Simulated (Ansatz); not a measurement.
## BN: H interstitial (started 1.63 Å from the nearest host atom), symmetric start

Base system: a 16-atom supercell of BN in the wurtzite structure (space group P6_3mc, No. 186; a = 2.544 Å, c = 4.208 Å) at its relaxed geometry.

One thing is altered: a neutral H interstitial (started 1.63 Å from the nearest host atom), symmetric start, atoms relaxed at fixed cell.

Level of theory: r2SCAN/PAW in Ansatz (a first-principles code), spin-orbit coupling left out. Γ-centred 8×8×8 mesh, Fermi–Dirac width 0.01 eV.

| quantity | base | changed | shift |
|---|---|---|---|
| pressure | 0.0 GPa | 10.7 GPa | +10.7 GPa |
| largest displacement of a host atom from its site in the perfect cell | – | 0.03 Å | – |

Final structure:

```xyz
17
Lattice="5.0879 0.0000 0.0000 -2.5440 4.4063 0.0000 2.5440 4.4063 4.2077" Properties=species:S:1:pos:R:3 pbc="T T T"
B      3.8160     5.1281     4.1991
B      2.5331     7.3501     4.1991
B      6.3599     5.1407     4.1784
B      5.0988     7.3501     4.1991
B      2.5456     5.8760     2.0976
B      3.8160     3.6719     2.1106
B     -0.0017     5.8760     2.0976
B      1.2720     3.6700     2.0976
N      3.8160     5.1176     2.6474
N      5.0680     2.9490     2.6474
N      1.2720     5.1407     2.6177
N      2.5639     2.9490     2.6474
N     -0.0136     1.4609     0.5056
N     -1.2720     3.6719     0.5381
N      2.5575     1.4609     0.5056
N      1.2720     3.6876     0.5056
H      1.2720     2.2031     1.4850
```

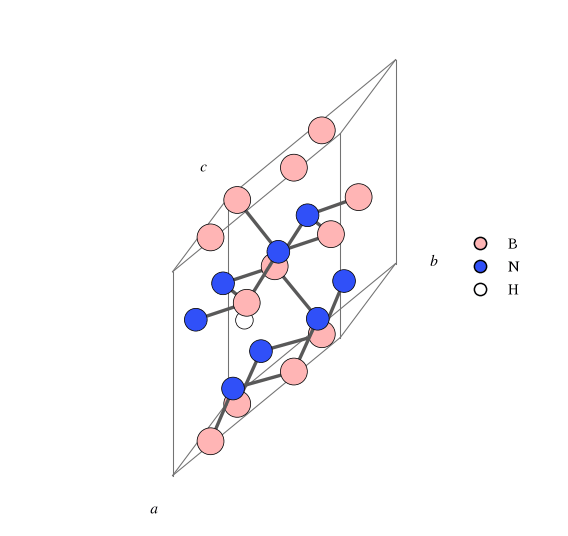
Fig. 1. The relaxed cell after the change

Other magnetic orders, which the real material may have, were not ruled out. The cell is small, so the values are those of an ordered compound at a high defect concentration; dilute-limit values will differ. The defect started on the symmetric site and kept its symmetry, so it may sit on a saddle. The defect cell is spin-polarised and ends with 1.0 μB.
